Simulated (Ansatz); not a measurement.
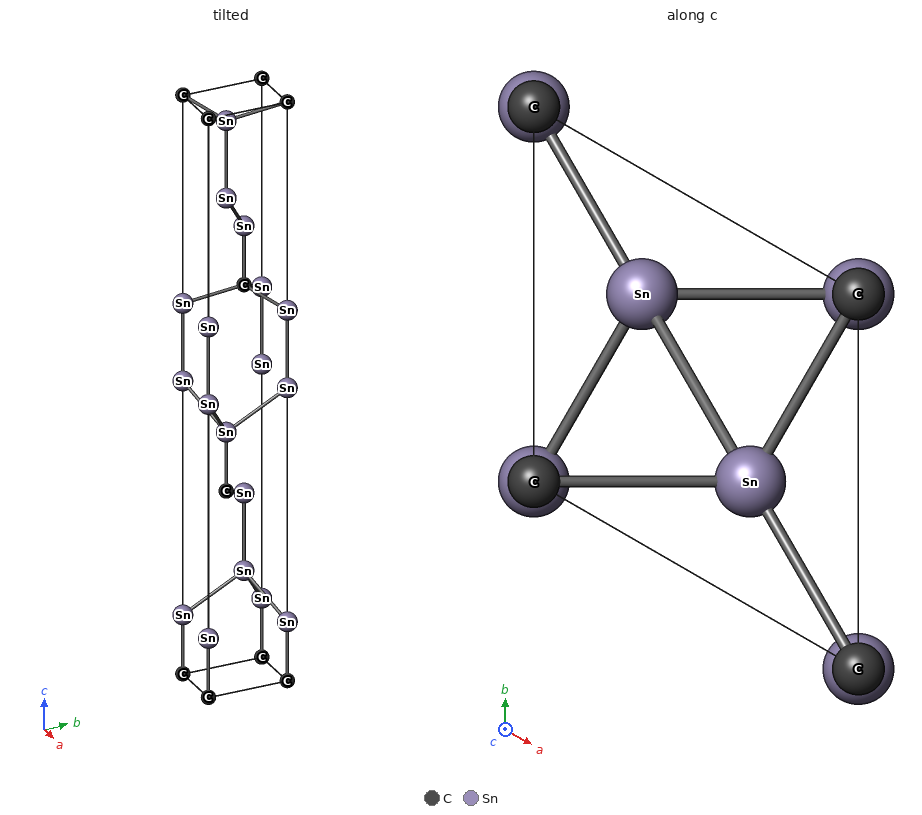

This ball-and-stick model is shown slightly off an axis and along the c axis. The parallelepiped is the conventional unit cell.

Sn3C, space group R3m (No. 160), a = 3.978 Å, b = 3.978 Å, c = 21.678 Å, α = 90.00°, β = 90.00°, γ = 120.00°. Starting structure: a structure type filled with these elements by a generator (whether the compound takes this form wasn't checked). Earlier steps of the study, as a rule a relaxation of our own, may have changed the cell and positions, so they can lie some per cent off the listed ones. Ansatz was used for an electronic-structure calculation on it.

This one geometry was computed with Ansatz (DFT, plane waves, PAW) at three levels of theory: r2SCAN, PBE and PBE with spin-orbit coupling. It was relaxed beforehand with r2SCAN.

> Which level gives the highest pressure at this volume, and what does that say about its equilibrium volume?

Highest: PBE (1.8 GPa) and PBE with spin-orbit coupling (1.8 GPa), which points to the largest equilibrium volume. Lowest, with the smallest volume: r2SCAN (0.0 GPa). Levels within 0.5 GPa of each other can't be told apart.

> How does the band gap change with the level of theory?

All levels give a metal.

> Collect the results in a table.

| level | cutoff (eV) | k-mesh of the run's cell | gap (eV) | pressure (GPa) |
| --- | --- | --- | --- | --- |
| r2SCAN | 500 | 8×8×8 | metal | 0.0 |
| PBE | 420 | 8×8×8 | metal | 1.8 |
| PBE with spin-orbit coupling | 420 | 8×8×8 | metal | 1.8 |

Gaps are taken on the k-mesh or band path of each run.
